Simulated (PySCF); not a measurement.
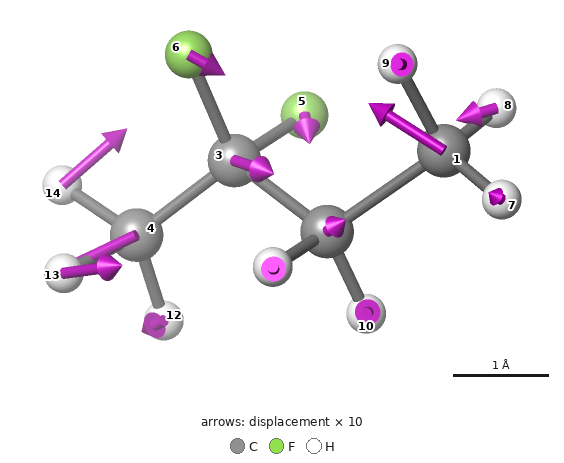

This is a relaxation of CH$_{3}$CH$_{2}$CF$_{2}$CH$_{3}$. The starting structure is drawn; purple arrows show the displacements, 10 times their true length. The two geometries are superimposed by the best rigid fit.

Style: ball-and-stick. Shown at a tilt.

The start comes from MMFF94s. Its atoms were then displaced at random by about 0.03 Å.

The calculation used PBE0-D3(BJ)/def2-SVP geometry optimisation, gas phase (PySCF). 

Q: What did the optimiser do to the structure, and how much energy did it gain?

A: After 9 geometry steps the energy has fallen by 1.113 eV. The atom that moves furthest after the best rigid fit is a C atom (0.11 Å). Largest moves by element: C 0.11 Å, H 0.09 Å, F 0.04 Å. Some distances before and after: C–C 1.357 → 1.507 Å, C–H 1.182 → 1.099 Å, C–H 1.021 → 1.099 Å, C–C 1.585 → 1.519 Å. Bond angles that change, for instance: H–C–H 95.4° → 109.0°, C–C–H 121.3° → 110.3°, C–C–H 115.3° → 108.9°. Cost: 35 s on 1 thread of Intel(R) Xeon(R) 6975P-C (shared host).
